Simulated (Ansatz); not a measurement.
## Fields on a plane of Zr (hcp, Mg type)

```yaml
crystal:
  lattice:
    - [3.24602, 0.00000, 0.00000]
    - [-1.62301, 2.81113, 0.00000]
    - [0.00000, 0.00000, 5.15071]
  atoms:
    - { symbol: Zr, position: [0.33333, 0.66667, 0.75000] }
    - { symbol: Zr, position: [0.66667, 0.33333, 0.25000] }
```

The slice is a (-1 1 0 2) plane (indices of the conventional cell) through the point (0.333, 0.667, 0.750) (fractional), spanned by u = [110] and v = [1 -1 1] in vectors of this cell: u (3.25 Å) and v (7.62 Å, at 90° to u). It covers one period; positions are fractions (u, v).

Atoms on it: Zr at (0.00, 0.00). Other atoms lie within 1 Å of the plane.

Calculation: r2SCAN (plane waves to 500 eV, PAW, scalar-relativistic; Ansatz, a quantum-chemistry and plane-wave program). k mesh 16×16×9. Inside the PAW spheres the values are not all-electron values, and peaks at nuclei hang on which shells count as valence. Zr is run without spin polarisation. Zr was relaxed with its symmetry unable to fall.

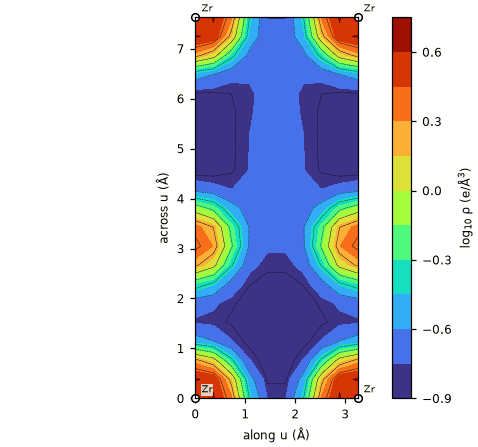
*Log₁₀ of the valence density in e/Å³, one period of the plane, atoms marked. The scale is logarithmic, as a density can span decades between atoms and voids.*

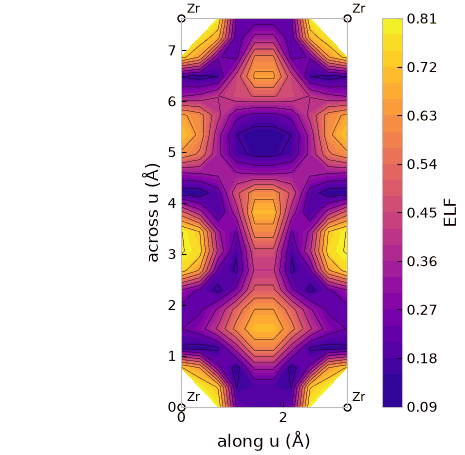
Figure: Electron localisation function (ELF), one period of the plane, atoms marked. Points within 0.5 Å of a nucleus are left white, as the pseudised field means little there.
